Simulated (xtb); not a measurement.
SiPH5O2: geometry relaxation (part 3 of 3)

SiPH5O2; GFN2-xTB (xtb 6.7.1). Some settings of this run were made unusual or wrong on purpose.

Geometry of the input (Å):
```
O  -0.5893  1.2899  -1.9020
Si 0.8177  0.5620  -0.6064
O  0.3024  -0.7781  0.2018
P  -0.9422  -0.8349  1.2776
H  -1.2801  1.8525  -1.5497
H  1.1706  1.6053  0.3913
H  1.9645  0.1235  -1.4211
H  -0.3059  -1.5909  2.3026
H  -1.6120  -1.9843  0.7706
```

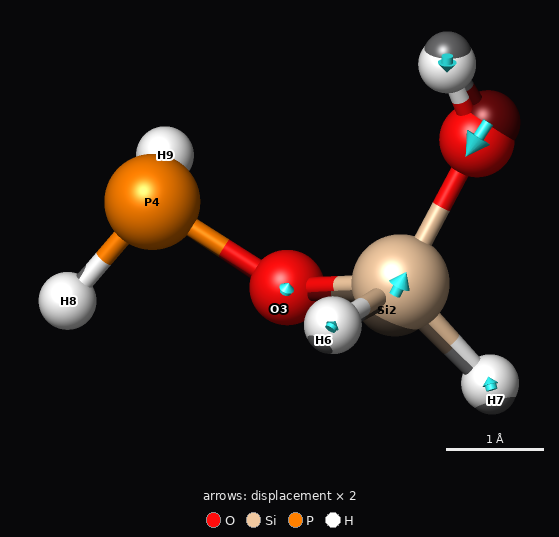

**Figure 1.** Start (faint) and end (solid) with the displacements as teal arrows, magnified 2 times (ball-and-stick view, seen at a tilt). The two geometries are laid on each other by the best rigid fit. After 39 geometry steps the energy has fallen by 19.4 kcal/mol. O1 moves most after the best rigid fit: 0.22 Å. Largest moves by element: O 0.22 Å, Si 0.14 Å, H 0.10 Å, P 0.02 Å. Among the contacts that change: O1–Si2 2.047 → 1.696 Å, Si2–O3 1.648 → 1.672 Å, O3–P4 1.646 → 1.658 Å, P4–H8 1.424 → 1.414 Å. Among the angles that change: O3–Si2–H7 105.8° → 101.6°, O3–Si2–H6 108.4° → 104.3°, H6–Si2–H7 113.3° → 110.8°. (Atoms are counted from 1 in the order of the input.)

Outcome

```json
{"quantity": "outcome", "value": "converged"}
{"quantity": "electrons treated", "value": "26"}
{"quantity": "total energy", "value": "−14.996011 hartree"}
{"quantity": "dispersion energy", "value": "−0.004946 hartree"}
{"quantity": "basis functions", "value": "33"}
{"quantity": "HOMO", "value": "−10.71 eV"}
{"quantity": "LUMO", "value": "−5.45 eV"}
{"quantity": "zero-point energy", "value": "0.066303 hartree"}
{"quantity": "dipole moment", "value": "1.29 D"}
{"quantity": "wavenumbers, lowest and highest", "value": "397 and 3493 cm⁻¹"}
{"quantity": "wall time", "value": "1.1 s"}
{"quantity": "peak memory", "value": "0.072 GiB"}
```

Some settings of this run were drawn to be unusual or wrong (sf set to xyz file (from sdf)). It converged; results that depend on the unusual settings are not reference values. Notes on the run: -1- prog_main_parseArguments: Unknown option '--freq' provided.
